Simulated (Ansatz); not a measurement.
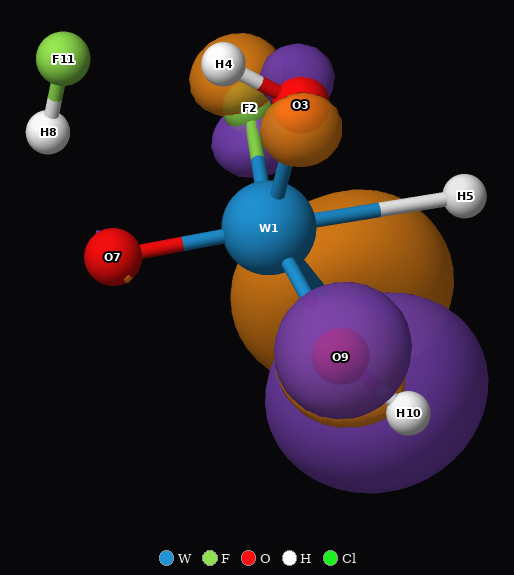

Figure. ClFH$_{3}$O$_{3}$W···HF (doublet). The HOMO−1 (α) at ±0.1 Å⁻³ᐟ² (orange and purple are the two phases), seen at an oblique angle.

Core potentials replace the inner electrons of W.

All numbers below come from Ansatz, UKS PBE/def2-SVP.

The calculation's input:

```
crystal:
  periodic: [false, false, false]
  atoms:
    - { symbol: W, position_ang: [-0.070738, 0.039264, -0.396516] }
    - { symbol: F, position_ang: [-0.073133, 0.350878, 2.638375] }
    - { symbol: O, position_ang: [1.832916, 0.002995, -0.008562] }
    - { symbol: H, position_ang: [2.331686, -0.83628, 0.099371] }
    - { symbol: H, position_ang: [-0.011259, 1.481696, 0.515558] }
    - { symbol: Cl, position_ang: [-2.394388, 0.194467, -0.125533] }
    - { symbol: O, position_ang: [-0.128153, -1.678626, 0.450428] }
    - { symbol: H, position_ang: [0.71237, -2.007504, 0.83244] }
    - { symbol: O, position_ang: [-0.013352, 0.443401, -2.217666] }
    - { symbol: H, position_ang: [0.551623, 0.061012, -2.917435] }
    - { symbol: F, position_ang: [-0.001072, -0.707904, 3.405039] }
magnetization:
  spin_polarized: true
  initial_magnetization: 1
basis:
  gaussian: { orbitals: def2-SVP }
hamiltonian:
  xc: pbe
relax:
  f_tol: 0.03
  max_steps: 50
output:
  orbitals: {}
```

Command:

```sh
ansatz run input.yaml --threads 4 --pin off --max-ram 5120MiB --backend cpu --events-out ev --progress --plain --runs-dir out
```

The fields are those of the run's last geometry, not of the input's.

Question: Where does this orbital lie, and at what energy?

Answer: Its weight (Hirshfeld) is mainly on Cl6 (about 75 %) and O9 (about 15 %); largely a lone pair of Cl6. Its energy is −7.62 eV.
